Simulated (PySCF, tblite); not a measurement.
# PH3O: deprotonation

What do calculations give for the deprotonation of PH3O (`O=[PH3]`)?

Programs: tblite 0.8.0 and PySCF 2.14.0, with routines of our own; each step states its level. All values are computed. Atoms count from 0.

### Step 1. The starting structure

5 atoms, charge 0, multiplicity 1; geometry from: start built from the parent or by distance geometry.

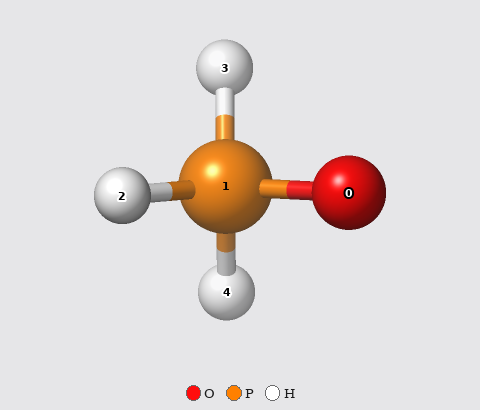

The starting geometry (oxygen red, phosphorus orange, hydrogen white).

### Step 2. Optimising the geometry with GFN2-xTB

What the job is given:

```
{"job": {"kind": "relax", "xc": "GFN2-xTB", "basis": "xTB"}, "charge": 0, "multiplicity": 1}
O      1.112400    -0.789600     0.596300
P     -0.035400     0.031100    -0.046400
H     -0.836500     0.527800     0.986300
H      0.558400     1.091500    -0.746600
H     -0.781700    -0.855100    -0.823900
```

Started as:

```bash
OMP_NUM_THREADS=1 python redox_run.py task.json out
```

The driver reads the jobs from task.json and runs them one after another.

Log:

```text
step      E/eV     max force
  0    -221.06001    5.862
  1    -221.29503    4.204
  2    -221.39135    1.349
  3    -221.42018    0.746
  4    -221.49070    1.077
  5    -221.50257    0.562
  6    -221.50545    0.085
  7    -221.50584    0.060
  8    -221.50615    0.069
  9    -221.50628    0.053
 10    -221.50645    0.044
 11    -221.50658    0.055
 12    -221.50664    0.027
 13    -221.50665    0.005
```

It took 0.03 s on 1 thread of Intel Xeon at 2.80GHz, shared host.

The steps of the relaxation:

| step | energy from step 0 (eV) | largest force (eV/Å) |
| --- | --- | --- |
| 0 | 0.0000 | 5.8620 |
| 1 | -0.2350 | 4.2041 |
| 2 | -0.3313 | 1.3491 |
| 3 | -0.3602 | 0.7456 |
| 4 | -0.4307 | 1.0771 |
| 5 | -0.4426 | 0.5616 |
| 6 | -0.4454 | 0.0850 |
| 7 | -0.4458 | 0.0600 |
| 8 | -0.4461 | 0.0692 |
| 9 | -0.4463 | 0.0530 |
| 10 | -0.4464 | 0.0439 |
| 11 | -0.4466 | 0.0546 |
| 12 | -0.4466 | 0.0275 |
| 13 | -0.4466 | 0.0049 |

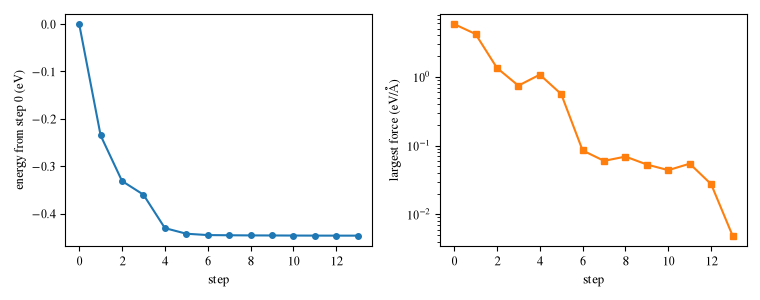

Energy and largest force along the relaxation.

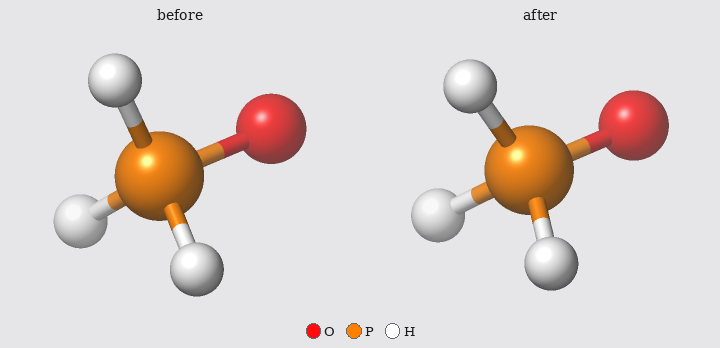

Before and after, at one scale.

Distances of close pairs at the start and the end, largest changes first:

| bond | before (Å) | after (Å) | change (Å) |
| --- | --- | --- | --- |
| O0–P1 | 1.551 | 1.453 | -0.098 |
| P1–H3 | 1.403 | 1.387 | -0.015 |
| P1–H2 | 1.398 | 1.387 | -0.011 |
| P1–H4 | 1.395 | 1.387 | -0.008 |

The final coordinates are the input of the step that follows.

### Step 3. Infrared spectrum with GFN2-xTB

What the job is given:

```
{"job": {"kind": "ir", "xc": "GFN2-xTB", "basis": "xTB"}, "charge": 0, "multiplicity": 1}
O      1.130295    -0.800868     0.617459
P      0.051718    -0.033104     0.019719
H     -0.837267     0.537641     0.918711
H      0.450998     1.045928    -0.755526
H     -0.778499    -0.743892    -0.834734
```

Log:

```text
mode    cm-1     km/mol
  1     817.9     41.91
  2     818.0     41.76
  3    1056.5     23.32
  4    1056.6     23.37
  5    1071.3     46.05
  6    1323.0    253.34
  7    2349.2     65.74
  8    2394.3    139.79
  9    2394.9    140.01
ZPE 79.442  H(298)-E 90.000  G(298)-E 20.274 kJ/mol  S 233.86 J/(mol K)
```

Run time: 0.12 s. Hardware: 1 thread of Intel Xeon at 2.80GHz, shared host.

Which atoms move in the most intense modes:

| cm⁻¹ | km/mol | atoms |
| --- | --- | --- |
| 818 | 41.9 | H4 36 %, H3 31 %, P1 13 %, H2 12 % |
| 818 | 41.8 | H2 41 %, H3 22 %, H4 17 %, P1 13 % |
| 1057 | 23.4 | H4 44 %, H2 37 %, H3 17 % |
| 1071 | 46.0 | H4 31 %, H3 31 %, H2 31 % |
| 1323 | 253.3 | O0 63 %, P1 35 % |
| 2349 | 65.7 | H3 34 %, H4 33 %, H2 32 % |
| 2394 | 139.8 | H3 54 %, H4 42 % |
| 2395 | 140.0 | H2 64 %, H4 22 % |

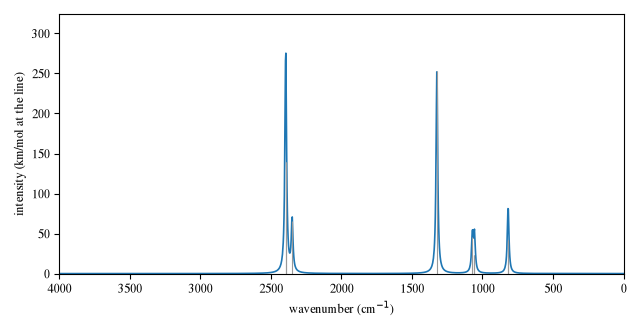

The infrared spectrum from these modes, unscaled. Lines are broadened to a width of 14 cm⁻¹ (Lorentzian).

### Step 4. Relaxing the molecule at PBE0-D3(BJ)/ma-def2-SVP

What the job is given:

```
{"job": {"xc": "PBE0", "basis": "ma-def2-SVP", "d3": "d3bj", "grid": 1, "kind": "geom"}, "charge": 0, "multiplicity": 1}
O      1.130295    -0.800868     0.617459
P      0.051718    -0.033104     0.019719
H     -0.837267     0.537641     0.918711
H      0.450998     1.045928    -0.755526
H     -0.778499    -0.743892    -0.834734
```

Log:

```text
step   0  E = -417.98569995  max force = 0.045703
step   1  E = -417.99043945  max force = 0.004638
step   2  E = -417.99050720  max force = 0.000401
step   3  E = -417.99051253  max force = 0.000349
optimisation converged
```

Wall time 3 s (1 thread of Intel Xeon at 2.80GHz, shared host).

Step by step:

| step | energy from step 0 (eV) | largest force component (eV/Å) |
| --- | --- | --- |
| 0 | 0.0000 | 2.3501 |
| 1 | -0.1290 | 0.2385 |
| 2 | -0.1308 | 0.0206 |
| 3 | -0.1310 | 0.0179 |

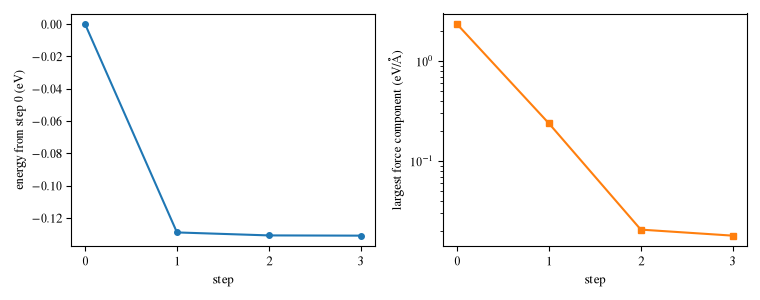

Energy and force, step by step.

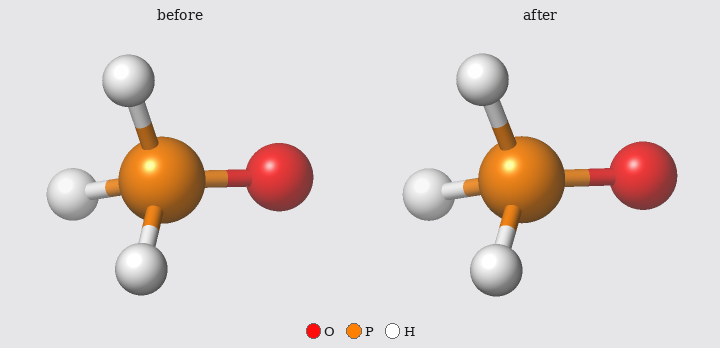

Before and after, at one scale.

Distances of close pairs at the start and the end, largest changes first:

| bond | before (Å) | after (Å) | change (Å) |
| --- | --- | --- | --- |
| O0–P1 | 1.453 | 1.496 | +0.044 |
| P1–H4 | 1.387 | 1.424 | +0.037 |
| P1–H2 | 1.387 | 1.424 | +0.037 |
| P1–H3 | 1.387 | 1.424 | +0.036 |

The final coordinates are the input of the step that follows.

| at the end point | value |
| --- | --- |
| point group (found at 0.08 Å tolerance) | C3v |
| rotational constants (GHz, main isotopes) | 103.9, 16.930, 16.929 |
| dipole moment (D) | 4.12 |

### Step 5. Harmonic vibrations (PH₃O): PBE0-D3(BJ)/ma-def2-SVP

What the job is given:

```
{"job": {"xc": "PBE0", "basis": "ma-def2-SVP", "d3": "d3bj", "grid": 2, "kind": "hessian"}, "charge": 0, "multiplicity": 1}
O      1.192820    -0.815281     0.650883
P      0.070142    -0.044762     0.030160
H     -0.872413     0.550849     0.915716
H      0.422817     1.070301    -0.781909
H     -0.795653    -0.756796    -0.848039
```

Log:

```text
coarse grid: 4576 points
cycle   1  E = -417.7849668219  dE =  2.565e-01  |g| = 8.355e-01  |ddm| = 2.000e+00
cycle   2  E = -416.7995528124  dE =  9.854e-01  |g| = 2.244e+00  |ddm| = 3.492e+00
cycle   3  E = -417.9373695650  dE = -1.138e+00  |g| = 3.002e-02  |ddm| = 2.855e+00
cycle   4  E = -417.9376647340  dE = -2.952e-04  |g| = 1.652e-02  |ddm| = 8.165e-02
cycle   5  E = -417.9377373846  dE = -7.265e-05  |g| = 3.749e-03  |ddm| = 2.165e-02
cycle   6  E = -417.9377410950  dE = -3.710e-06  |g| = 5.970e-04  |ddm| = 5.409e-03
final grid: 39256 points
cycle   7  E = -417.9904877516  dE = -1.959e-06  |g| = 6.121e-03  |ddm| = 2.000e-02
cycle   8  E = -417.9904681099  dE =  1.964e-05  |g| = 1.167e-02  |ddm| = 1.532e-02
cycle   9  E = -417.9904953138  dE = -2.720e-05  |g| = 8.906e-04  |ddm| = 1.036e-02
cycle  10  E = -417.9904955131  dE = -1.993e-07  |g| = 4.227e-05  |ddm| = 1.090e-03
cycle  11  E = -417.9904955136  dE = -5.135e-10  |g| = 7.651e-06  |ddm| = 5.672e-05
cycle  12  E = -417.9904955136  dE = -1.933e-11  |g| = 7.327e-07  |ddm| = 1.087e-05
converged SCF energy = -417.9904955136

mode    cm-1
  1     832.8
  2     832.9
  3    1113.1
  4    1113.6
  5    1146.1
  6    1243.1
  7    2420.6
  8    2421.5
  9    2431.7
ZPE 81.080  H(298)-E 91.577  G(298)-E 21.741 kJ/mol  S 234.23 J/(mol K)
```

Run time: 13 s. Hardware: 1 thread of Intel Xeon at 2.80GHz, shared host; peak memory 0.65 GiB.

Zero-point energy 81.08 kJ/mol (xTB gave 79.44).

### Step 6. Single point (PH₃O): wB97X-D3(BJ)/ma-def2-TZVP

Geometry: PBE0-D3(BJ)/ma-def2-SVP.

What the job is given:

```
{"job": {"kind": "sp", "xc": "wB97X", "basis": "ma-def2-TZVP", "d3": "d3bj", "grid": 2}, "charge": 0, "multiplicity": 1}
O      1.192820    -0.815281     0.650883
P      0.070142    -0.044762     0.030160
H     -0.872413     0.550849     0.915716
H      0.422817     1.070301    -0.781909
H     -0.795653    -0.756796    -0.848039
```

Log:

```text
coarse grid: 4576 points
cycle   1  E = -418.2831386382  dE =  1.934e-01  |g| = 8.941e-01  |ddm| = 1.560e+00
cycle   2  E = -418.0790886145  dE =  2.041e-01  |g| = 1.408e+00  |ddm| = 1.434e+00
cycle   3  E = -418.4520138815  dE = -3.729e-01  |g| = 3.932e-02  |ddm| = 8.894e-01
cycle   4  E = -418.4525445785  dE = -5.307e-04  |g| = 1.555e-02  |ddm| = 4.581e-02
cycle   5  E = -418.4526053497  dE = -6.077e-05  |g| = 3.250e-03  |ddm| = 1.427e-02
cycle   6  E = -418.4526112385  dE = -5.889e-06  |g| = 8.198e-04  |ddm| = 5.402e-03
final grid: 39256 points
cycle   7  E = -418.4571943905  dE = -9.866e-06  |g| = 3.379e-03  |ddm| = 1.031e-02
cycle   8  E = -418.4571936164  dE =  7.741e-07  |g| = 4.054e-03  |ddm| = 3.591e-03
cycle   9  E = -418.4571962726  dE = -2.656e-06  |g| = 3.921e-04  |ddm| = 2.046e-03
cycle  10  E = -418.4571963012  dE = -2.867e-08  |g| = 7.014e-05  |ddm| = 3.382e-04
cycle  11  E = -418.4571963032  dE = -1.985e-09  |g| = 1.721e-05  |ddm| = 1.108e-04
converged SCF energy = -418.4571963032
```

It took 1.4 s on 1 thread of Intel Xeon at 2.80GHz, shared host.

### Step 7. Optimising the geometry with GFN2-xTB

This step treats PH₂O−, `[O-]P`.

What the job is given:

```
{"job": {"kind": "relax", "xc": "GFN2-xTB", "basis": "xTB"}, "charge": -1, "multiplicity": 1}
O      1.209100    -0.821400     0.645600
P      0.059400    -0.036100     0.007100
H      0.440300     1.062700    -0.778700
H     -0.798100    -0.742200    -0.868600
```

Log:

```text
step      E/eV     max force
  0    -212.57187    4.659
  1    -212.95423    3.357
  2    -213.25705    1.749
  3    -213.31332    0.657
  4    -213.32847    0.564
  5    -213.36267    0.302
  6    -213.36543    0.145
  7    -213.36652    0.124
  8    -213.36940    0.074
  9    -213.36954    0.031
 10    -213.36956    0.010
 11    -213.36956    0.005
```

It took 0.03 s on 1 thread of Intel Xeon at 2.80GHz, shared host.

Step by step:

| step | energy from step 0 (eV) | largest force (eV/Å) |
| --- | --- | --- |
| 0 | 0.0000 | 4.6593 |
| 1 | -0.3824 | 3.3567 |
| 2 | -0.6852 | 1.7486 |
| 3 | -0.7415 | 0.6569 |
| 4 | -0.7566 | 0.5641 |
| 5 | -0.7908 | 0.3021 |
| 6 | -0.7936 | 0.1452 |
| 7 | -0.7947 | 0.1244 |
| 8 | -0.7975 | 0.0735 |
| 9 | -0.7977 | 0.0308 |
| 10 | -0.7977 | 0.0103 |
| 11 | -0.7977 | 0.0049 |

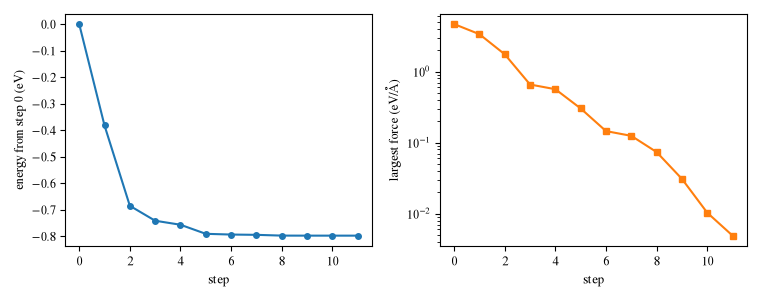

Energy and force, step by step.

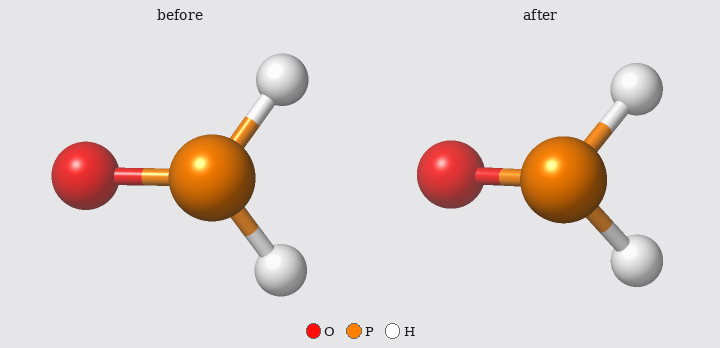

The geometry before (left) and after (right).

Close pairs (by a distance rule), those that changed most:

| bond | before (Å) | after (Å) | change (Å) |
| --- | --- | --- | --- |
| P1–H2 | 1.404 | 1.454 | +0.050 |
| P1–H3 | 1.414 | 1.453 | +0.039 |
| O0–P1 | 1.532 | 1.495 | -0.037 |

The final coordinates are the input of the step that follows.

### Step 8. Infrared spectrum with GFN2-xTB

What the job is given:

```
{"job": {"kind": "ir", "xc": "GFN2-xTB", "basis": "xTB"}, "charge": -1, "multiplicity": 1}
O      1.179085    -0.810365     0.536076
P     -0.020098     0.013528     0.193627
H      0.426994     0.947495    -0.826718
H     -0.675387    -0.687650    -0.897599
```

Log:

```text
mode    cm-1     km/mol
  1     969.9      7.75
  2    1053.3     46.85
  3    1162.1    320.66
  4    1224.2     48.02
  5    1808.1    582.22
  6    1891.1    792.70
ZPE 48.501  H(298)-E 58.701  G(298)-E -12.848 kJ/mol  S 239.98 J/(mol K)
```

It took 0.09 s on 1 thread of Intel Xeon at 2.80GHz, shared host.

Which atoms move in the most intense modes:

| cm⁻¹ | km/mol | atoms |
| --- | --- | --- |
| 970 | 7.8 | H2 45 %, H3 45 % |
| 1053 | 46.9 | H3 42 %, H2 42 %, O0 10 % |
| 1162 | 320.7 | O0 62 %, P1 36 % |
| 1224 | 48.0 | H3 48 %, H2 48 % |
| 1808 | 582.2 | H2 50 %, H3 47 % |
| 1891 | 792.7 | H3 50 %, H2 47 % |

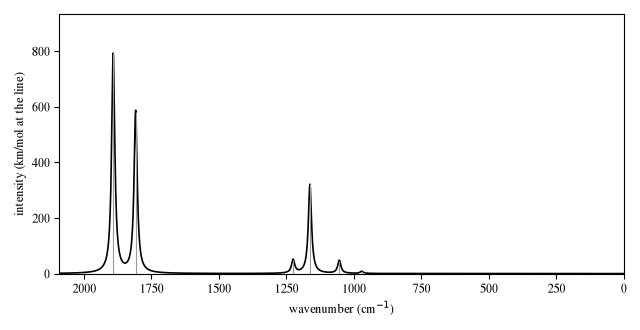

The infrared spectrum from these modes, unscaled. Lines are broadened to a width of 14 cm⁻¹ (Lorentzian).

### Step 9. Optimising the geometry at PBE0-D3(BJ)/ma-def2-SVP

This step treats PH2O−, `[O-]P`.

What the job is given:

```
{"job": {"xc": "PBE0", "basis": "ma-def2-SVP", "d3": "d3bj", "grid": 1, "kind": "geom"}, "charge": -1, "multiplicity": 1}
O      1.179085    -0.810365     0.536076
P     -0.020098     0.013528     0.193627
H      0.426994     0.947495    -0.826718
H     -0.675387    -0.687650    -0.897599
```

Log:

```text
step   0  E = -417.41681150  max force = 0.055407
step   1  E = -417.42232956  max force = 0.006712
step   2  E = -417.42248594  max force = 0.000362
step   3  E = -417.42248728  max force = 0.000158
optimisation converged
```

It took 2 s on 1 thread of Intel Xeon at 2.80GHz, shared host.

Along the way:

| step | energy from step 0 (eV) | largest force component (eV/Å) |
| --- | --- | --- |
| 0 | 0.0000 | 2.8491 |
| 1 | -0.1502 | 0.3451 |
| 2 | -0.1544 | 0.0186 |
| 3 | -0.1544 | 0.0081 |

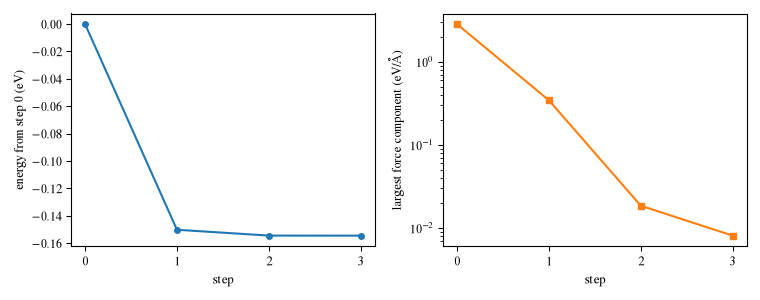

Energy and largest force along the relaxation.

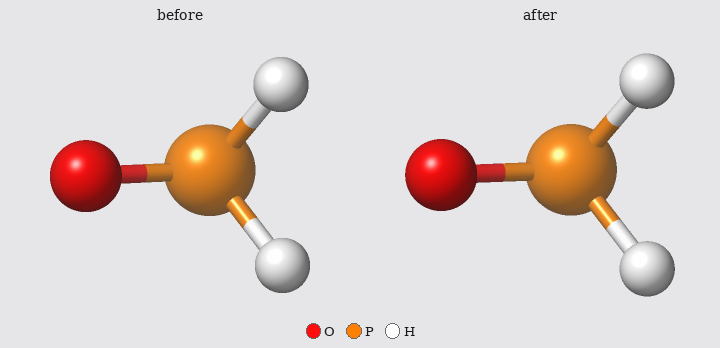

The geometry before (left) and after (right).

Distances of close pairs at the start and the end, largest changes first:

| bond | before (Å) | after (Å) | change (Å) |
| --- | --- | --- | --- |
| O0–P1 | 1.495 | 1.562 | +0.068 |
| P1–H3 | 1.453 | 1.487 | +0.033 |
| P1–H2 | 1.454 | 1.486 | +0.033 |

The final coordinates are the input of the step that follows.

| at the end point | value |
| --- | --- |
| point group (found at 0.08 Å tolerance) | Cs |
| rotational constants (GHz, main isotopes) | 131.8, 17.150, 16.926 |

### Step 10. Harmonic vibrations (PH2O−): PBE0-D3(BJ)/ma-def2-SVP

What the job is given:

```
{"job": {"xc": "PBE0", "basis": "ma-def2-SVP", "d3": "d3bj", "grid": 2, "kind": "hessian"}, "charge": -1, "multiplicity": 1}
O      1.244673    -0.842450     0.552471
P     -0.011679     0.009954     0.183286
H      0.403596     1.000525    -0.844040
H     -0.733575    -0.700863    -0.904643
```

Log:

```text
coarse grid: 3952 points
cycle   1  E = -417.1828713865  dE =  1.058e-01  |g| = 8.946e-01  |ddm| = 1.894e+00
cycle   2  E = -414.4193897300  dE =  2.763e+00  |g| = 2.900e+00  |ddm| = 9.089e+00
cycle   3  E = -417.3593876705  dE = -2.940e+00  |g| = 1.675e-01  |ddm| = 8.944e+00
cycle   4  E = -417.3694485804  dE = -1.006e-02  |g| = 3.688e-02  |ddm| = 4.032e-01
cycle   5  E = -417.3699413919  dE = -4.928e-04  |g| = 8.892e-03  |ddm| = 7.073e-02
cycle   6  E = -417.3699635613  dE = -2.217e-05  |g| = 2.823e-03  |ddm| = 1.945e-02
cycle   7  E = -417.3699654041  dE = -1.843e-06  |g| = 8.200e-04  |ddm| = 4.086e-03
final grid: 33880 points
cycle   8  E = -417.4224896386  dE =  1.420e-06  |g| = 7.298e-03  |ddm| = 2.003e-02
cycle   9  E = -417.4224561124  dE =  3.353e-05  |g| = 1.474e-02  |ddm| = 2.114e-02
cycle  10  E = -417.4225008734  dE = -4.476e-05  |g| = 9.880e-04  |ddm| = 1.382e-02
cycle  11  E = -417.4225011528  dE = -2.794e-07  |g| = 5.391e-05  |ddm| = 1.437e-03
cycle  12  E = -417.4225011537  dE = -9.869e-10  |g| = 1.462e-05  |ddm| = 1.220e-04
cycle  13  E = -417.4225011538  dE = -7.998e-11  |g| = 1.787e-06  |ddm| = 2.804e-05
converged SCF energy = -417.4225011538

mode    cm-1
  1     880.1
  2     952.2
  3    1011.2
  4    1081.9
  5    1985.3
  6    1997.0
ZPE 47.299  H(298)-E 57.650  G(298)-E -14.341 kJ/mol  S 241.46 J/(mol K)
```

Run time: 8.5 s. Hardware: 1 thread of Intel Xeon at 2.80GHz, shared host; peak memory 0.63 GiB.

Zero-point energy 47.30 kJ/mol (xTB gave 48.50).

### Step 11. Single point (PH₂O−): wB97X-D3(BJ)/ma-def2-TZVP

Geometry: PBE0-D3(BJ)/ma-def2-SVP.

What the job is given:

```
{"job": {"kind": "sp", "xc": "wB97X", "basis": "ma-def2-TZVP", "d3": "d3bj", "grid": 2}, "charge": -1, "multiplicity": 1}
O      1.244673    -0.842450     0.552471
P     -0.011679     0.009954     0.183286
H      0.403596     1.000525    -0.844040
H     -0.733575    -0.700863    -0.904643
```

Log:

```text
coarse grid: 3952 points
cycle   1  E = -417.6792397994  dE = -5.188e-03  |g| = 9.415e-01  |ddm| = 1.454e+00
cycle   2  E = -417.3578613239  dE =  3.214e-01  |g| = 1.609e+00  |ddm| = 2.045e+00
cycle   3  E = -417.8721240357  dE = -5.143e-01  |g| = 5.136e-02  |ddm| = 1.378e+00
cycle   4  E = -417.8731593477  dE = -1.035e-03  |g| = 1.567e-02  |ddm| = 1.074e-01
cycle   5  E = -417.8732776348  dE = -1.183e-04  |g| = 6.487e-03  |ddm| = 4.096e-02
cycle   6  E = -417.8732948885  dE = -1.725e-05  |g| = 1.572e-03  |ddm| = 1.904e-02
cycle   7  E = -417.8732981145  dE = -3.226e-06  |g| = 5.526e-04  |ddm| = 1.179e-02
final grid: 33880 points
cycle   8  E = -417.8777773169  dE = -8.830e-06  |g| = 3.651e-03  |ddm| = 1.024e-02
cycle   9  E = -417.8777759026  dE =  1.414e-06  |g| = 4.741e-03  |ddm| = 4.936e-03
cycle  10  E = -417.8777796540  dE = -3.751e-06  |g| = 3.497e-04  |ddm| = 2.540e-03
cycle  11  E = -417.8777796913  dE = -3.735e-08  |g| = 9.651e-05  |ddm| = 6.837e-04
cycle  12  E = -417.8777797006  dE = -9.209e-09  |g| = 3.602e-05  |ddm| = 4.896e-04
converged SCF energy = -417.8777797006
```

Run time: 1.1 s. Hardware: 1 thread of Intel Xeon at 2.80GHz, shared host.

### Step 12. Deprotonation: wB97X-D3(BJ)/ma-def2-TZVP

This step combines the energies above: geometries from PBE0-D3(BJ)/ma-def2-SVP, zero-point and thermal terms from PBE0-D3(BJ)/ma-def2-SVP.

What the job is given:

```
{"job": {"kind": "ac", "geom": {"xc": "PBE0", "basis": "ma-def2-SVP", "d3": "d3bj", "grid": 1}, "hess": 1, "level": {"xc": "wB97X", "basis": "ma-def2-TZVP", "d3": "d3bj"}}, "charge": 0, "multiplicity": 1}
O      1.192820    -0.815281     0.650883
P      0.070142    -0.044762     0.030160
H     -0.872413     0.550849     0.915716
H      0.422817     1.070301    -0.781909
H     -0.795653    -0.756796    -0.848039
```

Output (the driver's rows laid out field by field):

```text
deprotonation site by site, wB97X-D3(BJ)/ma-def2-TZVP // PBE0-D3(BJ)/ma-def2-SVP

row 1
  formula                 H2OP
  charge                  -1
  multiplicity            1
  smiles                  [O-]P
  kept                    yes
  pieces                  1
  point_group             Cs
  atom                    1
  element                 P
  electronic              1521.26
  enthalpy                1493.53
  free_energy             1458.89
  share_gas               1.0
```

Run time: 30 s. Hardware: 1 thread of Intel Xeon at 2.80GHz, shared host.

Energy needed to remove a proton (kJ/mol, gas phase, 298 K for the thermal columns):

| site | product | electronic | enthalpy | free energy |
| --- | --- | --- | --- | --- |
| P1 | [O-]P | 1521.3 | 1493.5 | 1458.9 |

[end of part 1 of 2]
